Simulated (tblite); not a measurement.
**C5H12ClNSi: geometry relaxation (part 1 of 3)**

System: C5H12ClNSi.
Method: GFN2-xTB geometry optimisation, gas phase (tblite 0.8.0).

It belongs to a series of runs on one base structure; here: H on Si replaced by NMe2.

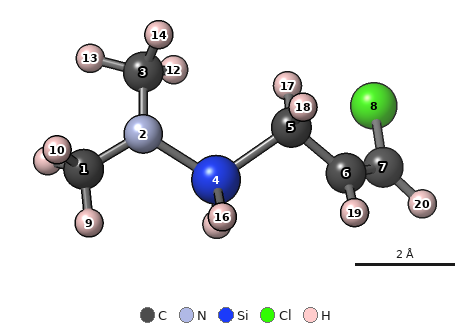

Figure 1. The starting structure (ball-and-stick view, seen at a tilt; atoms are numbered from 1 in the order of the input). Bond lengths as drawn: C–C 1.33 to 1.49 Å, C–Cl 1.74 Å, C–H 1.09 to 1.14 Å, C–N 1.41 Å, C–Si 1.87 Å, H–Si 1.47 to 1.50 Å and N–Si 1.76 Å.

The input
```
{"job": {"kind": "relax", "xc": "GFN2-xTB", "basis": "xTB"}, "charge": 0, "multiplicity": 1}
C     -2.585400    -1.264700    -0.155500
N     -1.615700    -0.256700     0.032500
C     -1.850600     1.026400    -0.496100
Si     0.061100    -0.763000     0.147500
C      1.236700     0.656700     0.454300
C      2.601300     0.082300     0.271000
C      3.467000     0.514800    -0.641700
Cl     3.145500     1.805600    -1.762100
H     -2.222300    -2.311700     0.003800
H     -3.360000    -1.128600     0.672700
H     -3.190400    -1.189800    -1.090900
H     -1.126900     1.332300    -1.253000
H     -2.907600     1.048200    -0.918700
H     -1.881200     1.750400     0.355700
H      0.515600    -1.497900    -1.040300
H      0.171100    -1.607100     1.388400
H      1.046800     1.530200    -0.177400
H      1.185000     0.996400     1.495700
H      2.859900    -0.729800     0.967600
H      4.445000     0.016500    -0.666200
```

The first line tells a small driver script what to run in tblite; the rest is the geometry in Å.

Launched with:
```bash
OMP_NUM_THREADS=1 python <driver script> task.json out
```

What the program printed
```
step      E/eV     max force
  0    -707.40320    3.000
  1    -707.68521    0.783
  2    -707.74932    0.526
  3    -707.79930    0.510
  4    -707.81781    0.383
  5    -707.82684    0.239
  6    -707.83252    0.210
  7    -707.84158    0.237
  8    -707.84850    0.244
  9    -707.85482    0.193
 10    -707.86020    0.148
 11    -707.86523    0.177
 12    -707.86975    0.175
 13    -707.87374    0.152
 14    -707.87757    0.143
 15    -707.88197    0.166
 16    -707.88606    0.160
 17    -707.88874    0.105
 18    -707.89034    0.102
 19    -707.89186    0.097
 20    -707.89413    0.145
 21    -707.89716    0.149
 22    -707.90015    0.105
 23    -707.90239    0.109
 24    -707.90441    0.121
 25    -707.90671    0.111
 26    -707.90901    0.098
 27    -707.91100    0.107
 28    -707.91274    0.115
 29    -707.91459    0.106
 30    -707.91657    0.100
 31    -707.91824    0.082
 32    -707.91946    0.067
 33    -707.92064    0.076
 34    -707.92202    0.077
 35    -707.92353    0.091
 36    -707.92512    0.086
 37    -707.92671    0.097
 38    -707.92838    0.107
 39    -707.93032    0.099
 40    -707.93252    0.111
 41    -707.93452    0.081
 42    -707.93624    0.131
 43    -707.93802    0.109
 44    -707.94064    0.092
 45    -707.94237    0.105
 46    -707.94447    0.099
 47    -707.94654    0.101
 48    -707.94873    0.108
 49    -707.95131    0.114
 50    -707.95450    0.126
 51    -707.95657    0.149
 52    -707.95956    0.161
 53    -707.96117    0.120
 54    -707.96407    0.148
 55    -707.96557    0.153
 56    -707.96842    0.102
 57    -707.96993    0.085
 58    -707.97150    0.105
 59    -707.97337    0.136
 60    -707.97620    0.171
 61    -707.98015    0.158
 62    -707.98362    0.144
 63    -707.98657    0.131
 64    -707.98921    0.166
 65    -707.99307    0.159
 66    -707.99867    0.128
 67    -708.00171    0.121
 68    -708.00445    0.121
 69    -708.00713    0.131
 70    -708.00961    0.191
 71    -708.01343    0.202
 72    -708.01649    0.124
 73    -708.01911    0.078
 74    -708.01987    0.069
 75    -708.02116    0.066
 76    -708.02229    0.065
 77    -708.02297    0.053
 78    -708.02360    0.049
 79    -708.02402    0.044
 80    -708.02432    0.040
 81    -708.02458    0.041
 82    -708.02491    0.043
 83    -708.02535    0.042
 84    -708.02570    0.033
 85    -708.02595    0.031
 86    -708.02609    0.026
 87    -708.02621    0.023
 88    -708.02631    0.023
 89    -708.02639    0.019
 90    -708.02646    0.023
 91    -708.02655    0.026
 92    -708.02667    0.025
 93    -708.02681    0.026
 94    -708.02696    0.025
 95    -708.02713    0.024
 96    -708.02728    0.023
 97    -708.02741    0.023
 98    -708.02749    0.021
 99    -708.02755    0.024
100    -708.02762    0.021
101    -708.02769    0.020
102    -708.02776    0.020
103    -708.02781    0.015
104    -708.02787    0.018
105    -708.02794    0.021
106    -708.02805    0.020
107    -708.02816    0.024
108    -708.02825    0.020
109    -708.02833    0.018
110    -708.02841    0.024
111    -708.02852    0.029
112    -708.02866    0.026
113    -708.02879    0.028
114    -708.02888    0.021
115    -708.02895    0.021
116    -708.02901    0.022
117    -708.02908    0.023
118    -708.02914    0.017
119    -708.02920    0.018
120    -708.02924    0.017
121    -708.02929    0.013
122    -708.02933    0.014
123    -708.02936    0.013
124    -708.02939    0.012
125    -708.02941    0.013
126    -708.02944    0.016
127    -708.02948    0.016
128    -708.02953    0.017
129    -708.02959    0.020
130    -708.02966    0.019
131    -708.02973    0.017
132    -708.02978    0.015
133    -708.02982    0.013
134    -708.02986    0.014
135    -708.02991    0.018
136    -708.02996    0.018
137    -708.03002    0.017
138    -708.03007    0.019
139    -708.03012    0.020
140    -708.03020    0.026
141    -708.03035    0.034
142    -708.03061    0.045
143    -708.03094    0.049
144    -708.03122    0.040
145    -708.03144    0.032
146    -708.03158    0.034
147    -708.03173    0.033
148    -708.03189    0.030
149    -708.03202    0.026
150    -708.03209    0.021
151    -708.03214    0.016
152    -708.03219    0.016
153    -708.03223    0.020
154    -708.03226    0.017
155    -708.03230    0.015
156    -708.03235    0.013
157    -708.03240    0.013
158    -708.03245    0.018
159    -708.03249    0.017
160    -708.03254    0.017
161    -708.03257    0.014
162    -708.03259    0.009
```

Trajectory as extended XYZ (Å, eV, eV/Å), 24 of the 163 frames kept, from step=0 to step=162
```
20
Properties=species:S:1:pos:R:3:forces:R:3 step=0 energy=-707.40320
C    -2.5854   -1.2647   -0.1555   -2.2350  -0.8340   1.1710
N    -1.6157   -0.2567    0.0325    2.6570  -1.3930   0.0530
C    -1.8506    1.0264   -0.4961   -2.1380   1.3870   0.0500
Si    0.0611   -0.7630    0.1475   -1.1870  -0.7700   0.5760
C     1.2367    0.6567    0.4543    0.4480   0.4460   0.4160
C     2.6013    0.0823    0.2710   -0.1930   0.6030  -0.1170
C     3.4670    0.5148   -0.6417    0.3590  -0.7940   0.6050
Cl    3.1455    1.8056   -1.7621    0.2270  -0.4660   0.3110
H    -2.2223   -2.3117    0.0038    0.0270   1.0650  -0.4610
H    -3.3600   -1.1286    0.6727    0.4280  -0.1930  -0.6710
H    -3.1904   -1.1898   -1.0909    0.7730  -0.1280   0.2880
H    -1.1269    1.3323   -1.2530   -0.2510   0.1420   0.0530
H    -2.9076    1.0482   -0.9187    1.2090   0.1350   0.1200
H    -1.8812    1.7504    0.3557    0.2420  -0.1170  -0.6610
H     0.5156   -1.4979   -1.0403    0.0310  -0.0620  -0.0390
H     0.1711   -1.6071    1.3884   -0.1390   0.1430  -0.5160
H     1.0468    1.5302   -0.1774    0.2720  -0.2710   0.0610
H     1.1850    0.9964    1.4957   -0.2200  -0.0460  -0.1640
H     2.8599   -0.7298    0.9676    0.0100   0.5370  -0.5720
H     4.4450    0.0165   -0.6662   -0.3210   0.6160  -0.5030
20
Properties=species:S:1:pos:R:3:forces:R:3 step=7 energy=-707.84158
C    -2.6334   -1.2627   -0.1064   -0.0730  -0.0560  -0.0090
N    -1.5691   -0.2943   -0.0191   -0.0650   0.0090   0.0070
C    -1.8935    1.0397   -0.4816   -0.0270   0.1070  -0.0530
Si    0.0519   -0.8053    0.1647    0.0580  -0.1690   0.1340
C     1.2306    0.6584    0.4772    0.1680  -0.0210   0.0070
C     2.5982    0.1209    0.2895    0.0890   0.0160  -0.0080
C     3.4830    0.4939   -0.6216   -0.0400  -0.0070   0.0740
Cl    3.1799    1.7656   -1.7479    0.0220   0.0170  -0.0510
H    -2.2173   -2.2657   -0.0180   -0.0460   0.0980   0.0920
H    -3.3870   -1.1223    0.6847    0.1740   0.0470  -0.1540
H    -3.1352   -1.2001   -1.0799   -0.0030  -0.0030   0.0880
H    -1.1781    1.3624   -1.2381   -0.0280   0.0880  -0.0220
H    -2.8849    1.0546   -0.9335   -0.0040  -0.0020   0.0570
H    -1.8705    1.7636    0.3382   -0.0620  -0.0540   0.0050
H     0.5296   -1.5180   -1.0351    0.0520  -0.0670   0.0400
H     0.1513   -1.6482    1.3745   -0.0740  -0.0350  -0.1780
H     1.0666    1.5082   -0.1813   -0.0300  -0.0520   0.0130
H     1.1377    1.0037    1.5079   -0.1080  -0.0090  -0.0540
H     2.8726   -0.6974    0.9419    0.0480   0.0700   0.0290
H     4.4624    0.0538   -0.7289   -0.0510   0.0210  -0.0200
20
Properties=species:S:1:pos:R:3:forces:R:3 step=14 energy=-707.87757
C    -2.6196   -1.2443   -0.1111   -0.0940  -0.0480   0.0560
N    -1.5470   -0.2844   -0.0501   -0.0300  -0.0100  -0.0920
C    -1.9016    1.0517   -0.4845   -0.0480   0.1020   0.0010
Si    0.0611   -0.8318    0.1600    0.0110  -0.0740  -0.0190
C     1.2397    0.6301    0.4816    0.0160   0.0750  -0.0050
C     2.6257    0.1428    0.3125   -0.0370  -0.0630  -0.0200
C     3.4908    0.5110   -0.6189    0.0070  -0.0330   0.0160
Cl    3.1918    1.7608   -1.7677   -0.0900   0.0460  -0.0490
H    -2.2232   -2.2453    0.0305    0.0280   0.0010  -0.0140
H    -3.3633   -1.0668    0.6715   -0.0140   0.1020   0.0420
H    -3.1367   -1.2106   -1.0757    0.0800  -0.0160  -0.0140
H    -1.2123    1.4240   -1.2428    0.0280  -0.0090   0.0210
H    -2.9013    1.0549   -0.9163   -0.0160  -0.0530  -0.0210
H    -1.9034    1.7540    0.3515    0.0270   0.0170   0.0750
H     0.5676   -1.5708   -1.0043    0.0510  -0.0670  -0.1160
H     0.0987   -1.7288    1.3236   -0.0260   0.0010   0.0220
H     1.0590    1.4641   -0.1884   -0.0400   0.0420  -0.1000
H     1.0796    0.9944    1.4947    0.0680  -0.0360   0.0750
H     2.9271   -0.6580    0.9721    0.0430   0.0170   0.0600
H     4.4620    0.0636   -0.7508    0.0380   0.0060   0.0830
20
Properties=species:S:1:pos:R:3:forces:R:3 step=21 energy=-707.89716
C    -2.6179   -1.2272   -0.1054    0.0260  -0.0110  -0.0180
N    -1.5290   -0.2860   -0.1009    0.0790   0.0080  -0.0070
C    -1.9100    1.0620   -0.4798    0.0480  -0.0120   0.0140
Si    0.0697   -0.8643    0.1277    0.0250   0.1030  -0.1050
C     1.2411    0.6106    0.4717   -0.1170  -0.0350  -0.0140
C     2.6332    0.1419    0.3156   -0.0730   0.0190   0.0770
C     3.4903    0.5163   -0.6182    0.0610  -0.0020   0.0140
Cl    3.1518    1.7410   -1.7846   -0.0380  -0.0220  -0.0630
H    -2.2324   -2.2232    0.0744    0.0130  -0.0880   0.0740
H    -3.3504   -0.9882    0.6684   -0.0650   0.0360   0.0420
H    -3.1221   -1.2344   -1.0736   -0.0770   0.0000  -0.0810
H    -1.2245    1.4686   -1.2237   -0.0030   0.0030   0.0200
H    -2.9124    1.0477   -0.9122    0.0870   0.0350   0.0200
H    -1.9162    1.7340    0.3845   -0.0310  -0.0450  -0.0150
H     0.6040   -1.6197   -1.0296   -0.0570   0.0670   0.0540
H     0.0558   -1.7597    1.2931    0.0260  -0.0030   0.0180
H     1.0418    1.4385   -0.2063    0.0320  -0.0280   0.0120
H     1.0853    0.9702    1.4892   -0.0170  -0.0420  -0.0170
H     2.9607   -0.6133    1.0163    0.0040  -0.0210  -0.0120
H     4.4760    0.0959   -0.7193    0.0800   0.0370  -0.0130
20
Properties=species:S:1:pos:R:3:forces:R:3 step=28 energy=-707.91274
C    -2.6248   -1.2220   -0.1039    0.0260   0.0580   0.0010
N    -1.5173   -0.3019   -0.1539    0.0280   0.0400   0.0160
C    -1.8938    1.0609   -0.4715   -0.0400  -0.0030  -0.0060
Si    0.0756   -0.8788    0.0884    0.0180   0.0230  -0.0300
C     1.2365    0.5897    0.4588   -0.0060  -0.0320  -0.0100
C     2.6406    0.1445    0.3285    0.0050   0.0220   0.0210
C     3.5006    0.5270   -0.6016   -0.0140   0.0230  -0.0380
Cl    3.0960    1.6766   -1.8278    0.0100  -0.0070  -0.0120
H    -2.2580   -2.2135    0.1480   -0.0470   0.0330  -0.0290
H    -3.3514   -0.9128    0.6530   -0.0320  -0.0110   0.0070
H    -3.1312   -1.2664   -1.0736   -0.0230  -0.0660   0.0140
H    -1.2090    1.5121   -1.1903    0.0470  -0.0510   0.0920
H    -2.8869    1.0617   -0.9180   -0.0380   0.0220  -0.0520
H    -1.9297    1.6887    0.4251    0.0280  -0.0180  -0.0180
H     0.6067   -1.6276   -1.0650   -0.0130   0.0040  -0.0190
H     0.0515   -1.7602    1.2630    0.0450  -0.0620   0.0270
H     1.0403    1.4201   -0.2160    0.0280  -0.0010   0.0450
H     1.0622    0.9278    1.4811   -0.0190   0.0180  -0.0490
H     2.9712   -0.5888    1.0511    0.0460   0.0310  -0.0020
H     4.5159    0.1735   -0.6879   -0.0490  -0.0230   0.0440
20
Properties=species:S:1:pos:R:3:forces:R:3 step=35 energy=-707.92353
C    -2.6404   -1.2140   -0.0993   -0.0120  -0.0130   0.0190
N    -1.5196   -0.3123   -0.1767   -0.0390  -0.0240   0.0130
C    -1.8871    1.0592   -0.4649    0.0390  -0.0160   0.0190
Si    0.0748   -0.8934    0.0612   -0.0010   0.0030   0.0330
C     1.2303    0.5737    0.4515    0.0690   0.0340   0.0140
C     2.6453    0.1593    0.3430    0.0470  -0.0190  -0.0550
C     3.4967    0.5399   -0.5972   -0.0140   0.0110  -0.0280
Cl    3.0698    1.6311   -1.8718    0.0350  -0.0500   0.0670
H    -2.2885   -2.1998    0.1920   -0.0290   0.0160   0.0140
H    -3.3681   -0.8646    0.6411    0.0090  -0.0330  -0.0250
H    -3.1485   -1.3062   -1.0672    0.0300   0.0420   0.0360
H    -1.1607    1.5193   -1.1309    0.0190   0.0180  -0.0100
H    -2.8635    1.0878   -0.9501    0.0450  -0.0190  -0.0320
H    -1.9432    1.6575    0.4495   -0.0430   0.0130   0.0250
H     0.5946   -1.6254   -1.1034    0.0080  -0.0190  -0.0550
H     0.0851   -1.7866    1.2341   -0.0060  -0.0060  -0.0520
H     1.0551    1.4146   -0.2143   -0.0620  -0.0080  -0.0330
H     1.0290    0.9094    1.4681    0.0030   0.0050   0.0320
H     3.0112   -0.5488    1.0744   -0.0480   0.0560   0.0400
H     4.5227    0.2102   -0.6517   -0.0520   0.0090  -0.0220
20
Properties=species:S:1:pos:R:3:forces:R:3 step=42 energy=-707.93624
C    -2.6601   -1.2008   -0.0776   -0.0220   0.0000  -0.0060
N    -1.5157   -0.3302   -0.1814   -0.0060  -0.0390   0.0710
C    -1.8573    1.0508   -0.4450   -0.0270  -0.0320  -0.0240
Si    0.0868   -0.9147    0.0091   -0.0650  -0.0970   0.0590
C     1.2237    0.5596    0.4432   -0.0210   0.0060  -0.0300
C     2.6503    0.1875    0.3596    0.0230   0.0610  -0.0340
C     3.4928    0.5448   -0.5969   -0.0220   0.0030   0.0420
Cl    3.0480    1.5531   -1.9232   -0.0530   0.0100  -0.0540
H    -2.3525   -2.1783    0.2763    0.0900  -0.0570  -0.0040
H    -3.4009   -0.8064    0.6222    0.0280   0.0960   0.0670
H    -3.1577   -1.3294   -1.0450    0.0470   0.0300  -0.0580
H    -1.0746    1.5354   -1.0198    0.0710   0.0420   0.0100
H    -2.7767    1.1079   -1.0279   -0.0420  -0.0470  -0.0300
H    -2.0062    1.6056    0.4856   -0.0500   0.0490   0.0270
H     0.5748   -1.6193   -1.1879    0.0360   0.0500  -0.0300
H     0.1253   -1.8516    1.1454   -0.0240   0.0000  -0.0290
H     1.0271    1.3894   -0.2306    0.0120   0.0400  -0.0040
H     1.0003    0.8871    1.4583   -0.0360   0.0050  -0.0080
H     3.0397   -0.4346    1.1512   -0.0130  -0.0710   0.0260
H     4.5278    0.2548   -0.6284    0.0750  -0.0500   0.0080
20
Properties=species:S:1:pos:R:3:forces:R:3 step=49 energy=-707.95131
C    -2.6625   -1.1919   -0.0496    0.0570   0.0410   0.0030
N    -1.5084   -0.3329   -0.1173    0.0570   0.0470   0.0170
C    -1.8433    1.0386   -0.4307   -0.0370   0.0520  -0.0220
Si    0.0954   -0.9305   -0.0096   -0.0040  -0.0450  -0.0030
C     1.2160    0.5592    0.4281   -0.0710   0.0250   0.0250
C     2.6503    0.2156    0.3679   -0.0710  -0.0480   0.0180
C     3.4967    0.5452   -0.5950   -0.0730  -0.0620   0.0380
Cl    3.0284    1.4978   -1.9538   -0.0010   0.0200  -0.0730
H    -2.3673   -2.1752    0.3035    0.0020   0.0010   0.0220
H    -3.4018   -0.7691    0.6376   -0.0150  -0.0630  -0.0170
H    -3.1273   -1.3051   -1.0368   -0.0170   0.0080   0.0390
H    -1.0085    1.5361   -0.9196   -0.0730  -0.0060   0.0170
H    -2.7046    1.0736   -1.1046    0.0700  -0.0060   0.0130
H    -2.0947    1.5977    0.4787   -0.0550  -0.0150  -0.0410
H     0.5767   -1.5623   -1.2504    0.0320   0.0120  -0.0080
H     0.1340   -1.9177    1.0822    0.0070   0.0400  -0.0480
H     1.0022    1.3870   -0.2423    0.0660   0.0250  -0.0590
H     0.9645    0.8833    1.4368   -0.0020   0.0110   0.0550
H     3.0194   -0.3824    1.1869    0.0940  -0.0640   0.0020
H     4.5297    0.2436   -0.6247    0.0370   0.0270   0.0230
20
Properties=species:S:1:pos:R:3:forces:R:3 step=56 energy=-707.96842
C    -2.6478   -1.1752   -0.0095   -0.0180  -0.0150   0.0190
N    -1.4938   -0.3169   -0.0357    0.0100   0.0240  -0.0540
C    -1.8383    1.0337   -0.4168   -0.0380   0.0750  -0.0340
Si    0.1053   -0.9346   -0.0505    0.0460   0.0750  -0.0240
C     1.1998    0.5619    0.4250    0.0440  -0.0420   0.0040
C     2.6349    0.2179    0.3870   -0.0050  -0.0300  -0.0030
C     3.4713    0.5196   -0.5939    0.0520   0.0230   0.0300
Cl    3.0040    1.4097   -1.9991   -0.0280  -0.0140   0.0210
H    -2.3721   -2.1619    0.3493    0.0320  -0.0110  -0.0020
H    -3.4060   -0.7561    0.6564   -0.0390  -0.0090   0.0260
H    -3.0891   -1.2751   -1.0083   -0.0130  -0.0460   0.0070
H    -0.9684    1.5681   -0.7890   -0.0730  -0.0120   0.0220
H    -2.5979    1.0261   -1.2054    0.0400   0.0200   0.0090
H    -2.2393    1.5820    0.4429   -0.0560  -0.0150  -0.0310
H     0.5994   -1.4875   -1.3263   -0.0320   0.0070   0.0200
H     0.1503   -1.9722    0.9847    0.0220  -0.0070  -0.0050
H     1.0187    1.3816   -0.2702    0.0210  -0.0280   0.0960
H     0.9207    0.8864    1.4284    0.0350   0.0210  -0.0670
H     3.0267   -0.3575    1.2157   -0.0230   0.0340  -0.0240
H     4.5165    0.2610   -0.5973    0.0230  -0.0520  -0.0090
20
Properties=species:S:1:pos:R:3:forces:R:3 step=63 energy=-707.98657
C    -2.6384   -1.1774    0.0265   -0.0110  -0.0380  -0.0270
N    -1.5089   -0.2826   -0.0001    0.0210  -0.0530   0.0280
C    -1.8766    1.0494   -0.4253    0.0390  -0.0470  -0.0260
Si    0.0955   -0.8919   -0.0748    0.0900   0.0720  -0.0310
C     1.2179    0.5690    0.4331    0.0190   0.0360  -0.0120
C     2.6471    0.1966    0.3961   -0.0290   0.0370   0.0610
C     3.4875    0.4954   -0.5827   -0.0260  -0.1160  -0.0250
Cl    2.9841    1.3507   -1.9990    0.0790   0.0010   0.0320
H    -2.3226   -2.1593    0.3695   -0.0030   0.0410   0.0090
H    -3.4211   -0.8037    0.6952    0.0940   0.0410  -0.0100
H    -3.0731   -1.2844   -0.9737   -0.0440  -0.0450  -0.0140
H    -0.9914    1.6166   -0.6933   -0.0320   0.0590   0.0610
H    -2.5255    1.0091   -1.3037   -0.0680   0.0000  -0.0530
H    -2.4089    1.5741    0.3737   -0.0290  -0.0200  -0.0020
H     0.5852   -1.4185   -1.3628   -0.0660   0.0470  -0.0430
H     0.1921   -1.9770    0.8988   -0.0510  -0.0480   0.1110
H     1.0571    1.3944   -0.2571    0.0110   0.0430   0.0130
H     0.9428    0.9094    1.4317    0.0290  -0.0590  -0.0220
H     3.0243   -0.3695    1.2368    0.0230   0.0210  -0.0340
H     4.5277    0.2103   -0.6015   -0.0480   0.0280  -0.0170
20
Properties=species:S:1:pos:R:3:forces:R:3 step=70 energy=-708.00961
C    -2.6170   -1.1865    0.0573   -0.0040   0.0130   0.0300
N    -1.5131   -0.2558    0.0017   -0.0700  -0.0690  -0.0090
C    -1.9305    1.0572   -0.4452    0.0300  -0.0720   0.0310
Si    0.1039   -0.8415   -0.1103   -0.1000   0.0800  -0.1100
C     1.2468    0.5900    0.4384   -0.0220  -0.0260   0.0260
C     2.6664    0.1839    0.4168    0.0200  -0.0050   0.0050
C     3.5018    0.4235   -0.5805    0.0220   0.0590  -0.0410
Cl    2.9951    1.2573   -2.0015    0.0270   0.0520  -0.1280
H    -2.2655   -2.1478    0.4296   -0.0490   0.1010  -0.0370
H    -3.3931   -0.8060    0.7316    0.0680  -0.0210  -0.0370
H    -3.0785   -1.3433   -0.9285    0.1010   0.0330   0.0670
H    -1.0613    1.7068   -0.5305   -0.1400  -0.0140   0.0090
H    -2.4289    1.0043   -1.4242    0.0630   0.0140   0.1070
H    -2.6371    1.4971    0.2739    0.1200  -0.1010  -0.1090
H     0.5195   -1.3019   -1.4502    0.0180   0.0240   0.0410
H     0.2111   -1.9665    0.8251   -0.0270   0.0390   0.0150
H     1.1162    1.4420   -0.2270   -0.0270  -0.0090   0.0270
H     0.9721    0.8961    1.4458   -0.0270   0.0200   0.0300
H     3.0417   -0.3586    1.2711    0.0020  -0.0220   0.0300
H     4.5453    0.1604   -0.6060   -0.0050  -0.0950   0.0510
```
